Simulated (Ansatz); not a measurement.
## Run report: CH5NOSi (charge −3), single-point calculation

System: CH5NOSi, charge −3, multiplicity 2.
Method: UKS SVWN5/def2-mTZVPP (Ansatz 0.2.0).

Some settings of this run were made unusual or wrong on purpose. The geometry comes from this level: PBE0-D4/def2-TZVP. Figures and captions count atoms from 1; the log counts them from 0 in places.

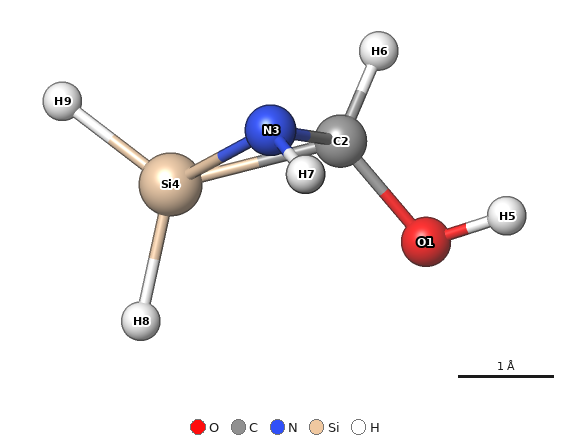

**Figure 1.** The input geometry (ball-and-stick view, seen on its broad side; atoms are numbered from 1 in the order of the input).

**Input file**
```yaml
crystal:
  periodic: [false, false, false]
  atoms:
    - {symbol: O, position_ang: [-1.037053, 0.513070, -1.193253]}
    - {symbol: C, position_ang: [-0.377726, 0.584351, 0.036672]}
    - {symbol: N, position_ang: [1.058454, 0.271180, 0.059625]}
    - {symbol: Si, position_ang: [0.171338, -1.025156, 0.755542]}
    - {symbol: H, position_ang: [-0.941754, 1.360317, -1.639350]}
    - {symbol: H, position_ang: [-0.638305, 1.474848, 0.610098]}
    - {symbol: H, position_ang: [1.578532, 0.325025, -0.803558]}
    - {symbol: H, position_ang: [-0.150648, -2.238619, -0.028042]}
    - {symbol: H, position_ang: [0.425762, -1.311415, 2.185165]}
basis:
  gaussian: {orbitals: def2-mTZVPP, nuclear_model: gaussian}
total_charge: -3
magnetization: {spin_polarized: true, initial_magnetization: 1}
hamiltonian: {xc: {name: SVWN5}}
output: {forces: true}
```

Hardware: 2 threads of Arm Neoverse V1, 23 GiB of memory available, shared host.

Launch command:
```bash
ansatz run in.yaml --threads 2 --pin off --events-out ev --progress --plain --max-ram 4352MiB
```

**Log**
```
Functional definition: SVWN5
  name "SVWN5"
  cite "Dirac, Proc. Camb. Phil. Soc. 26, 376 (1930) doi:10.1017/S0305004100016108"
  cite "Slater, Phys. Rev. 81, 385 (1951) doi:10.1103/PhysRev.81.385"
  cite "Vosko, Wilk & Nusair, Can. J. Phys. 58, 1200 (1980) doi:10.1139/p80-159"
  exchange = slater_x
  correlation = vwn5_c
1023 factors; their error is unknown
mean field evaluation 1: about -12381.8184 eV, gradient 9.9e1 eV
mean field evaluation 2: about -12003.2801 eV, gradient 2.6e2 eV
mean field evaluation 4: about -12439.2453 eV, gradient 3.8e1 eV
mean field evaluation 8: about -12445.9653 eV, gradient 4.3e0 eV
mean field evaluation 16: about -12446.2561 eV, gradient 1.5e-1 eV
mean field evaluation 32: about -12446.2563 eV, gradient 1.7e-5 eV
mean field evaluation 64: about -12446.2454 eV, gradient 8.9e-1 eV
a density is far from that of the atoms, so the factors are made again for it
1142 factors; integrals over basis functions are off by at most 1.4e-3 eV
mean field evaluation 96: about -12446.2561 eV, gradient 2.4e-5 eV
mean field -12446.25614269 eV, -457.3914768683 hartree, gradient 5.1e-6 eV, S^2 0.751847; 0 other end points of the search recorded, 0 dependent functions left out
the calculation of the forces begins
reference -12446.25617380 eV, -457.3914780116 hartree; 22, 21 occupied and 97, 98 virtual orbitals, 1142 factors
Total energy: -12446.25617380 eV, -457.3914780116 hartree
Atom 0 at    -1.037053     0.513070    -1.193253 Å, force    -0.761700    -2.453737     0.430891 eV/Å
Atom 1 at    -0.377726     0.584351     0.036672 Å, force    -0.046400     0.097147     0.622841 eV/Å
Atom 2 at     1.058454     0.271180     0.059625 Å, force     0.421376     1.097692     0.687433 eV/Å
Atom 3 at     0.171338    -1.025156     0.755542 Å, force    -0.367331    -1.566676     0.488174 eV/Å
Atom 4 at    -0.941754     1.360317    -1.639350 Å, force     0.279880     2.741172    -1.205269 eV/Å
Atom 5 at    -0.638305     1.474848     0.610098 Å, force    -0.411597     0.909121    -0.219683 eV/Å
Atom 6 at     1.578532     0.325025    -0.803558 Å, force     0.817451    -0.056234    -1.172946 eV/Å
Atom 7 at    -0.150648    -2.238619    -0.028042 Å, force    -0.158816    -0.600850    -0.136980 eV/Å
Atom 8 at     0.425762    -1.311415     2.185165 Å, force     0.227136    -0.167634     0.505539 eV/Å
Dipole moment:    -0.174273     1.127691    -0.941511 e Å
```

**What the run reported**

| quantity | value |
| --- | --- |
| outcome | converged |
| total energy | −12446.2562 eV |
| ⟨S²⟩ | 0.752 |
| SCF solution under orbital rotations | stable |
| largest force (length of the vector) | 3.007 eV/Å |
| wall time | 8 s (CPU time 15 s) |
| peak memory | 0.4 GiB |

The input was spoiled on purpose: charge. The run converged all the same; its numbers are those of the faulty input and shouldn't be used.
